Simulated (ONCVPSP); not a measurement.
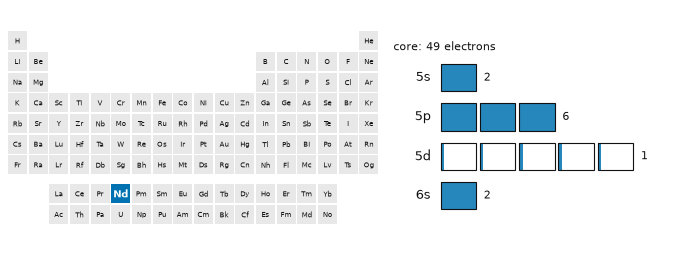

Left, the place of neodymium in the periodic table; right, the valence shells of the reference configuration: a box for each of the 2l + 1 orbitals, shaded by the share of the shell that is filled, with the electron count at the right.

Pseudopotential generation, with input and output: Nd

System: neodymium (Nd, Z = 60), core [Kr] 4d10 4f3, reference valence 5s2 5p6 5d1 6s2, valence charge 11.
Method: ONCV potential, LDA (Perdew-Zunger), scalar-relativistic, made with ONCVPSP 4.0.1.

## Input
```
# ATOM AND REFERENCE CONFIGURATION
# atsym  z   nc   nv     iexc    psfile
  Nd 60.00   10    4        3      upf
#
#   n    l    f
    1    0    2.00
    2    0    2.00
    2    1    6.00
    3    0    2.00
    3    1    6.00
    3    2   10.00
    4    0    2.00
    4    1    6.00
    4    2   10.00
    4    3    3.00
    5    0    2.00
    5    1    6.00
    5    2    1.00
    6    0    2.00
#
# PSEUDOPOTENTIAL AND OPTIMIZATION
# lmax
    2
#
#   l,   rc,      ep,       ncon, nbas, qcut
    0    2.55    0.00    4    7    5.40
    1    2.20    0.00    4    7    7.30
    2    3.75    0.00    4    8    4.00
#
# LOCAL POTENTIAL
# lloc, lpopt,  rc(5),   dvloc0
    4    3    2.05   -1.00
#
# VANDERBILT-KLEINMAN-BYLANDER PROJECTORs
# l, nproj, debl
    0    2    2.10
    1    3    0.30
    2    1    1.50
#
# MODEL CORE CHARGE
# icmod, fcfact, rcfact
    1    0.62    0.00
#
# LOG DERIVATIVE ANALYSIS
# epsh1, epsh2, depsh
   -3.00    5.00    0.02
#
# OUTPUT GRID
# rlmax, drl
    6.00    0.01
#
# TEST CONFIGURATIONS
# ncnf
    4
# nvcnf
#   n    l    f
    4
    5    0    2.00
    5    1    6.00
    5    2    1.00
    6    0    1.00
#
    4
    5    0    2.00
    5    1    6.00
    5    2    1.00
    6    0    0.00
#
    4
    5    0    2.00
    5    1    6.00
    5    2    0.00
    6    0    0.00
#
    5
    5    0    2.00
    5    1    6.00
    5    2    1.00
    6    0    0.00
    6    1    1.00
#
```

Hardware: 1 CPU thread, shared host.

Launched with:
```bash
oncvpsp.x < Nd.dat > Nd.out
```

## The program's output (extracts)
```
ONCVPSP  (Optimized Norm-Conservinng Vanderbilt PSeudopotential)
scalar-relativistic version 4.0.1

#   n    l    f        energy (Ha)
    1    0    2.00    -1.5936879E+03
    2    0    2.00    -2.5801240E+02
    2    1    6.00    -2.3077790E+02
    3    0    2.00    -5.6178942E+01
    3    1    6.00    -4.7589865E+01
    3    2   10.00    -3.5642879E+01
    4    0    2.00    -1.1355538E+01
    4    1    6.00    -8.5345698E+00
    4    2   10.00    -4.5216834E+00
    4    3    3.00    -2.6170444E-01
    5    0    2.00    -1.6105960E+00
    5    1    6.00    -9.0964084E-01
    5    2    1.00    -1.1255503E-01
    6    0    2.00    -1.4752099E-01

Reference configufation results
  iterations    26
  all-electron total energy (Ha)   -9.61702965D+03

Begin loop to  construct optimized pseudo wave functions
and semi-local pseudopoentials for all angular momenta

Calculating optimized projector #   1

 for l=   0

    Fraction of norm inside rc  0.975332
    Optimizing pswf for qcut=   5.41 a_B^-1,  ecut=  14.61 Ha
    Residual kinetic energy error=  1.59D-07 Ha

    Energy error per electron        Cutoff
         Ha          eV             Ha
         0.01000     0.27211        5.55
         0.00100     0.02721        8.51
         0.00010     0.00272       10.49
         0.00001     0.00027       12.09

Calculating optimized projector #   2

 for l=   0

    Fraction of norm inside rc  0.099892
    Optimizing pswf for qcut=   5.41 a_B^-1,  ecut=  14.61 Ha
    Residual kinetic energy error=  4.69D-07 Ha

    Energy error per electron        Cutoff
         Ha          eV             Ha
         0.01000     0.27211        2.83
         0.00100     0.02721        8.20
         0.00010     0.00272       10.60
         0.00001     0.00027       12.62

WARNING wellstate: negative energy specified for n= 6 l=  1
WARNING scattering state with energy  0.25000000
WARNING will be used for the first projector

   Wellstate for l =  1  n =  6
     eigenvalue =   0.2500
     asymptotic potential =   0.7500
     half-point radius =  4.2207

   Wellstate for l =  1  n =  7
     eigenvalue =   0.5500
     asymptotic potential =   1.0500
     half-point radius =  6.7285

Calculating optimized projector #   1

 for l=   1

    Fraction of norm inside rc  0.824914
    Optimizing pswf for qcut=   7.30 a_B^-1,  ecut=  26.68 Ha
    Residual kinetic energy error=  6.36D-08 Ha

    Energy error per electron        Cutoff
         Ha          eV             Ha
         0.01000     0.27211        9.53
         0.00100     0.02721       14.45
         0.00010     0.00272       18.09
         0.00001     0.00027       20.79

Calculating optimized projector #   2

 for l=   1

    Fraction of norm inside rc  0.120648
    Optimizing pswf for qcut=   7.30 a_B^-1,  ecut=  26.68 Ha
    Residual kinetic energy error=  3.31D-08 Ha

    Energy error per electron        Cutoff
         Ha          eV             Ha
         0.01000     0.27211        7.24
         0.00100     0.02721       14.09
         0.00010     0.00272       18.18
         0.00001     0.00027       21.18

Calculating optimized projector #   3

 for l=   1

    Fraction of norm inside rc  0.065061
    Optimizing pswf for qcut=   7.30 a_B^-1,  ecut=  26.68 Ha
    Residual kinetic energy error=  2.36D-08 Ha

    Energy error per electron        Cutoff
         Ha          eV             Ha
         0.01000     0.27211        4.47
         0.00100     0.02721       13.39
         0.00010     0.00272       17.68
         0.00001     0.00027       20.96

Calculating optimized projector #   1

 for l=   2

    Fraction of norm inside rc  0.791666
    Optimizing pswf for qcut=   4.00 a_B^-1,  ecut=   7.99 Ha
    Residual kinetic energy error=  7.01D-07 Ha

    Energy error per electron        Cutoff
         Ha          eV             Ha
         0.01000     0.27211        4.00
         0.00100     0.02721        5.27
         0.00010     0.00272        6.33
         0.00001     0.00027        7.08

Construct Vanderbilt / Kleinmman-Bylander projectors

B matrix Hermiticity error, ll=   0
   1   2    1.0996E-04

  Orthonormal projector coefficients  3.9691E+00  8.7827E-01

B matrix Hermiticity error, ll=   1
   1   2    1.1510E-04
   1   3   -1.0834E-04
   2   3    1.2621E-05

  Orthonormal projector coefficients  5.3851E+00  9.9312E-01  1.8754E-01

Model core correction analysis
  based on d2Exc/dn_idn_j

d2excae - all-electron derivatives

   -2.339575D-02   -2.083250D-02   -8.909818D-03   -1.932908D-03
   -2.083249D-02   -2.084630D-02   -1.187509D-02   -3.110264D-03
   -8.910391D-03   -1.187555D-02   -1.412023D-02   -8.320954D-03
   -1.932865D-03   -3.110034D-03   -8.320390D-03   -8.518928D-03

d2excps - pseudofunction derivatives with no core correction

   -3.915168D-02   -2.809441D-02   -9.832295D-03   -3.392782D-03
   -2.809523D-02   -2.709571D-02   -1.347617D-02   -3.704088D-03
   -9.832414D-03   -1.347616D-02   -1.572997D-02   -8.773893D-03
   -3.393301D-03   -3.703868D-03   -8.773399D-03   -8.811569D-03

rms 2nd derivative error    5.047711E-03

Polynomial model core charge

d2excps - pseudofunction derivatives with core correction

   -2.044104D-02   -1.930494D-02   -8.243950D-03   -1.799575D-03
   -1.930454D-02   -2.122167D-02   -1.202675D-02   -3.001765D-03
   -8.243152D-03   -1.202586D-02   -1.495481D-02   -8.472935D-03
   -1.799507D-03   -3.001523D-03   -8.472447D-03   -8.494982D-03

rms 2nd derivative error    9.771106E-04

Pseudoatom total energy  -34.566768

Diagnostic tests using Vanderbilt-Kleinman-Bylander pseudopotentials
  1 or more projectors used as specified by nproj input data

   l    rcore       rmatch      e in        delta e   norm test  slope test

   0   2.5571372   2.6347775  -1.6105960   0.0000007   1.0001227   1.0001134
   0   2.5571372   2.6347775  -0.1475210   0.0000007   1.0000179   1.0000144

   1   2.2019351   2.2687906  -0.9096408  -0.0000016   1.0000898   1.0000972
   1   2.2019351   2.2687906   0.2500000   0.0000053   1.0002171   1.0002171
   1   2.2019351   2.2687906   0.5500000   0.0000098   1.0002251   1.0002251

   2   3.7724438   3.8869834  -0.1125550  -0.0000002   0.9999995   1.0000015

 Testing for bound ghosts
   n   l    E NL Schr. Eq   E Basis Diag.   E Cutoff

   1   0       -1.610595       -1.610594     29.24
   2   0       -0.147520       -0.135583     29.24

   2   1       -0.909642       -0.909630     62.58

   3   2       -0.112555       -0.112463     18.17

 Testing for highly-localized positive-energy ghosts
       l    <radius>/rc     E Basis Diag.   E Cutoff

Test configuration 0

   n   l     f        eae           eps        diff
   1   0  2.0000-1593.68787698
   2   0  2.0000 -258.01240103
   2   1  6.0000 -230.77790052
   3   0  2.0000  -56.17894156
   3   1  6.0000  -47.58986515
   3   2 10.0000  -35.64287935
   4   0  2.0000  -11.35553798
   4   1  6.0000   -8.53456978
   4   2 10.0000   -4.52168340
   4   3  3.0000   -0.26170444
   5   0  2.0000   -1.61059604   -1.61059532    7.21D-07
   5   1  6.0000   -0.90964084   -0.90964245   -1.61D-06
   5   2  1.0000   -0.11255503   -0.11255518   -1.50D-07
   6   0  2.0000   -0.14752099   -0.14752027    7.22D-07

    Total energies and differences
      AE_ref= -9.61702965D+03  AE_tst= -9.61702965D+03  dif=  0.00D+00
      PS_ref= -3.45667676D+01  PS_tst= -3.45667676D+01  dif=  4.26D-14
      PSP excitation error= -4.26D-14

Test configuration 1

   n   l     f        eae           eps        diff
   1   0  2.0000-1593.91533057
   2   0  2.0000 -258.23886650
   2   1  6.0000 -231.00442871
   3   0  2.0000  -56.40511343
   3   1  6.0000  -47.81604315
   3   2 10.0000  -35.86904819
   4   0  2.0000  -11.58171187
   4   1  6.0000   -8.76075381
   4   2 10.0000   -4.74784879
   4   3  3.0000   -0.48745094
   5   0  2.0000   -1.83634959   -1.83880447   -2.45D-03
   5   1  6.0000   -1.13456840   -1.13595101   -1.38D-03
   5   2  1.0000   -0.32272790   -0.32310685   -3.79D-04
   6   0  1.0000   -0.33176547   -0.33208439   -3.19D-04

    Total energies and differences
      AE_ref= -9.61702965D+03  AE_tst= -9.61679189D+03  dif=  2.38D-01
      PS_ref= -3.45667676D+01  PS_tst= -3.43288467D+01  dif=  2.38D-01
      PSP excitation error= -1.70D-04

Test configuration 2

   n   l     f        eae           eps        diff
   1   0  2.0000-1594.17997492
   2   0  2.0000 -258.50200724
   2   1  6.0000 -231.26766853
   3   0  2.0000  -56.66757711
   3   1  6.0000  -48.07851861
   3   2 10.0000  -36.13154485
   4   0  2.0000  -11.84406810
   4   1  6.0000   -9.02312363
   4   2 10.0000   -5.01018592
   4   3  3.0000   -0.74882661
   5   0  2.0000   -2.09737110   -2.10429975   -6.93D-03
   5   1  6.0000   -1.39348347   -1.39756361   -4.08D-03
   5   2  1.0000   -0.56006407   -0.56141569   -1.35D-03

    Total energies and differences
      AE_ref= -9.61702965D+03  AE_tst= -9.61636181D+03  dif=  6.68D-01
      PS_ref= -3.45667676D+01  PS_tst= -3.38978947D+01  dif=  6.69D-01
      PSP excitation error= -1.04D-03

Test configuration 3

   n   l     f        eae           eps        diff
   1   0  2.0000-1594.58140201
   2   0  2.0000 -258.90611986
   2   1  6.0000 -231.67173986
   3   0  2.0000  -57.06761510
   3   1  6.0000  -48.47860356
   3   2 10.0000  -36.53237616
   4   0  2.0000  -12.24264231
   4   1  6.0000   -9.42176852
   4   2 10.0000   -5.40900224
   4   3  3.0000   -1.14344864
   5   0  2.0000   -2.48718289   -2.49461001   -7.43D-03
   5   1  6.0000   -1.77259878   -1.77743966   -4.84D-03

    Total energies and differences
      AE_ref= -9.61702965D+03  AE_tst= -9.61563875D+03  dif=  1.39D+00
      PS_ref= -3.45667676D+01  PS_tst= -3.31738335D+01  dif=  1.39D+00
      PSP excitation error= -2.04D-03

Test configuration 4

   n   l     f        eae           eps        diff
   1   0  2.0000-1593.95721544
   2   0  2.0000 -258.28052075
   2   1  6.0000 -231.04603906
   3   0  2.0000  -56.44673491
   3   1  6.0000  -47.85765687
   3   2 10.0000  -35.91067060
   4   0  2.0000  -11.62343320
   4   1  6.0000   -8.80248297
   4   2 10.0000   -4.78957957
   4   3  3.0000   -0.52886763
   5   0  2.0000   -1.87784114   -1.88234634   -4.51D-03
   5   1  6.0000   -1.17507331   -1.17744066   -2.37D-03
   5   2  1.0000   -0.35548183   -0.35599878   -5.17D-04
   6   1  1.0000   -0.23158440   -0.23183865   -2.54D-04

    Total energies and differences
      AE_ref= -9.61702965D+03  AE_tst= -9.61666945D+03  dif=  3.60D-01
      PS_ref= -3.45667676D+01  PS_tst= -3.42061167D+01  dif=  3.61D-01
      PSP excitation error= -4.54D-04
```

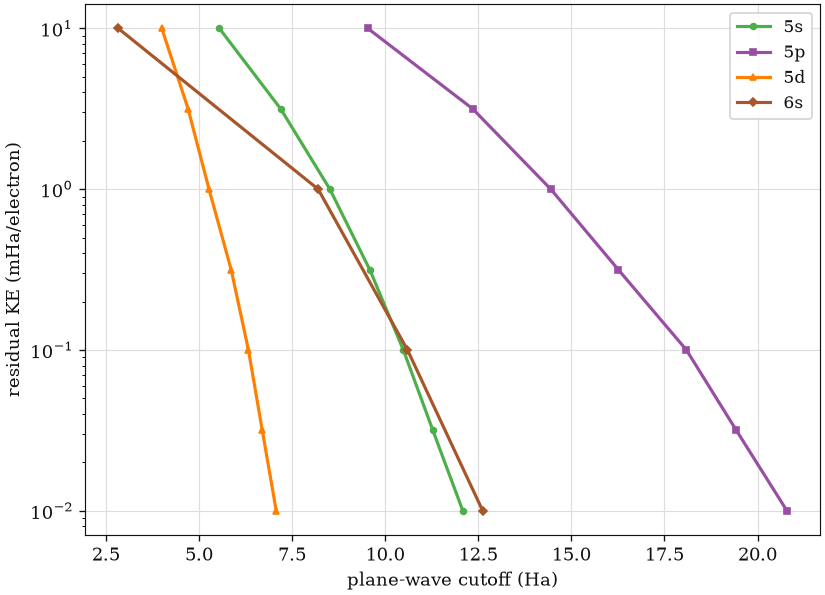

Residual kinetic energy of the pseudo-waves (the first of each channel, and further valence shells) beyond the plane-wave cutoff, as the generator prints it.

- Cutoffs for 1 mHa per electron: 5p: 14 Ha; 5s: 8.5 Ha; 6s: 8.2 Ha; 5d: 5.3 Ha.
- Cutoffs for the occupied states: 14 Ha for 1 mHa and 18 Ha for 0.1 mHa per electron. The first is set by 5p.
- Hardest wave at 1 mHa per electron: 5p, with rc = 2.20 bohr and qcut = 7.3 1/bohr. The optimisation minimises, but can't always remove, the kinetic energy above qcut²/2 = 26.6 Ha, and a larger rc would as a rule soften the wave at some cost in transferability.

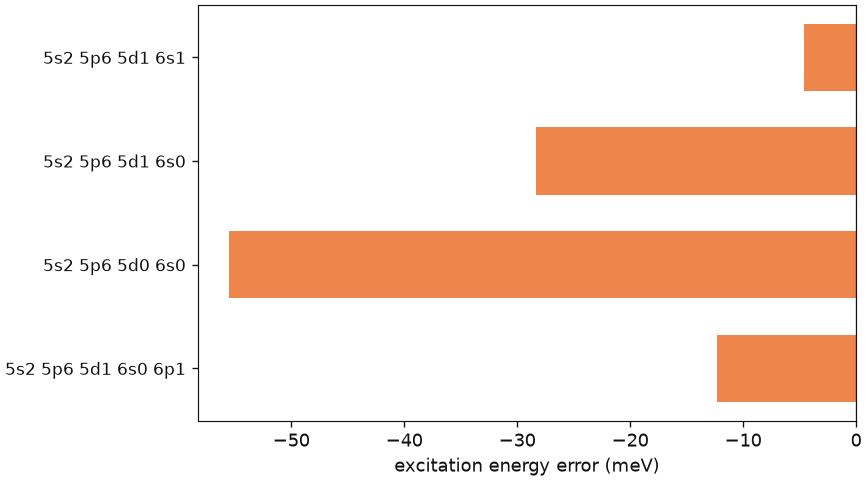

Errors, all-electron minus pseudo, of the energies of valence configurations relative to the unpolarised reference 5s2 5p6 5d1 6s2.

- Worst configuration: 5s2 5p6 5d0 6s0 (charge +3): the error is -56 meV on an all-electron energy of +37.85 eV relative to the reference, or 0.15 %.
- Errors in meV: 5s2 5p6 5d1 6s1: -4.6; 5s2 5p6 5d1 6s0: -28; 5s2 5p6 5d0 6s0: -56; 5s2 5p6 5d1 6s0 6p1: -12.
- Configurations within 10 meV and within 50 meV: 1 and 3 of 4.

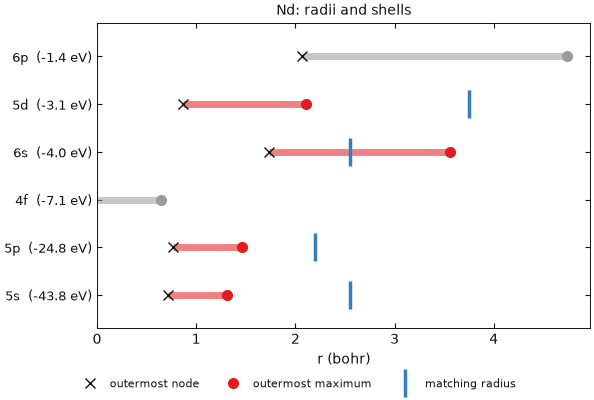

Outer shells of the all-electron reference atom: each bar runs from the outermost node (or the nucleus) to the outermost maximum of u(r); the tick is the radius chosen for the pseudo-wave. Shells without a tick have no pseudo-wave of their own. Levels, nodes and maxima are from ld1.x, scalar-relativistic.

- Radii against the shells: 5s: 2.55 bohr, outside the maximum; 5p: 2.20 bohr, outside the maximum; 6s: 2.55 bohr, between node and maximum; 5d: 3.75 bohr, outside the maximum.

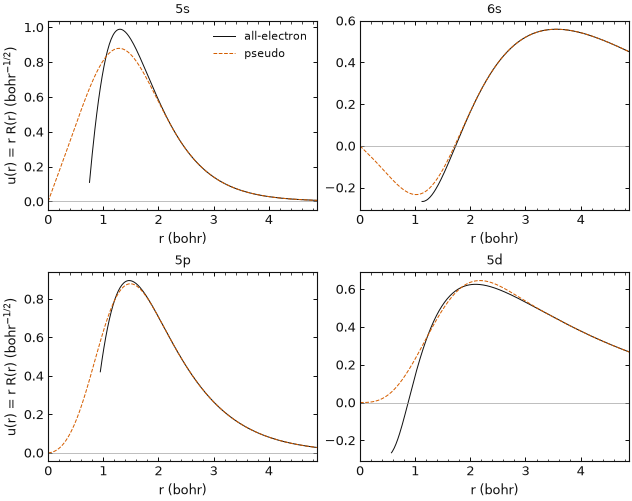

Partial waves u(r) = r R(r), all-electron (solid) and pseudo (dashed). The innermost oscillations of some all-electron curves aren't drawn. Reference configuration 5s2 5p6 5d1 6s2.

- Matching radii: 5s at 2.55 bohr; 6s at 2.55 bohr; 5p at 2.20 bohr; 5d at 3.75 bohr. The curves merge smoothly, so the plot gives these only roughly.
- Nodes of the pseudo-waves: 5s has no node; 6s has a node at about 1.7 bohr; 5p has no node; 5d has no node. A node in 6s is expected, since a lower shell of the same l is also in the valence and the two must stay orthogonal.
- Cutoffs needed: 14 Ha (loose) and 18 Ha (tight), as the cutoffs at which the residual kinetic energy of the hardest occupied pseudo-wave falls to 1 and 0.1 mHa per electron.

## Key numbers

- outcome: generated
- cutoffs needed: 14 Ha and 18 Ha (the cutoffs at which the residual kinetic energy of the hardest occupied pseudo-wave falls to 1 and 0.1 mHa per electron)
- ghost test: no bound ghost flagged; no localised positive-energy state flagged
- largest excitation error: -56 meV (all-electron minus pseudo) for 5s2 5p6 5d0 6s0, out of 4 test configurations
- rms error of d²Exc/dni dnj: 5.05 mHa without and 0.98 mHa with the model core
- range over which the phases arctan(r R′/R) at the test radius agree within 0.05 rad (a looser test near the poles than one of phase shifts): s: up to about 3.3 Ha; p: over the whole range computed; d: up to about 0.4 Ha; f: not judged, local potential alone
- wall time: 4.1 s

## Remarks

Warnings of the program, in the generation or the tests: wellstate: negative energy specified for n= 6 l= 1. The open f shell is frozen into the core, so the potential fits one valence alone and carries no f magnetism.
